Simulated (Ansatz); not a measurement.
Starting cell, Ti (hcp, Mg type):

```yaml
crystal:
  lattice:
    - [5.87770, 0.00000, 0.00000]
    - [-1.46943, 2.54512, 0.00000]
    - [2.93885, 0.00000, 4.64996]
  atoms:
    - { symbol: Ti, position: [0.79167, 0.66667, 0.75000] }
    - { symbol: Ti, position: [0.29167, 0.66667, 0.75000] }
    - { symbol: Ti, position: [0.20833, 0.33333, 0.25000] }
    - { symbol: Ti, position: [0.70833, 0.33333, 0.25000] }
```

A phonon eigenvector at L = (0.5, 0.0, 0.5) is frozen into this cell: atom i moves by Q times the vector below, so Q is the largest atomic displacement, in Å. The cell is held. It is one choice among 2 degenerate patterns. (q is in reciprocal vectors of the primitive cell; the cell shown is doubled to hold the pattern.)

```tsv
atom	x	y	z
Ti1	-0.398	0.689	0.000
Ti2	0.398	-0.689	0.000
Ti3	-0.500	0.866	0.000
Ti4	0.500	-0.866	0.000
```

Computed with PBE (plane waves to 420 eV, PAW, scalar-relativistic; Ansatz, a quantum-chemistry and plane-wave program). k mesh 18×18×18 (Γ-centred), Fermi-Dirac smearing 0.05 eV. E stands for the smeared free energy. With partly filled bands, energies and forces of such displacements shift with the k mesh and the smearing. The PAW data are Ansatz's earlier set. Ti is run without spin polarisation. Ti was relaxed with its symmetry unable to fall. ΔE is measured from the undisplaced structure.

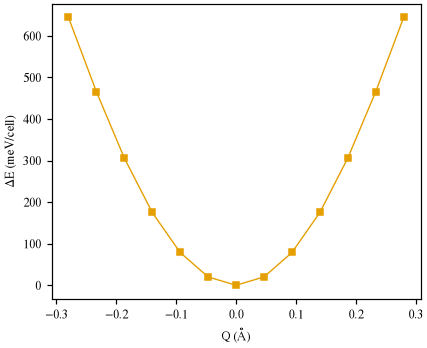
*ΔE (meV/cell) against Q (Å); one marker a computed point.*

Question: What is the energy change at Q = 0.280 Å?

Answer: About 640 meV/cell.

Question: What harmonic wavenumber does the curvature at Q = 0 give?

Answer: About 180 cm⁻¹.

(A displaced cell: forces are minus the slopes of the energy, force constants its curvatures, and phonons follow from these.)
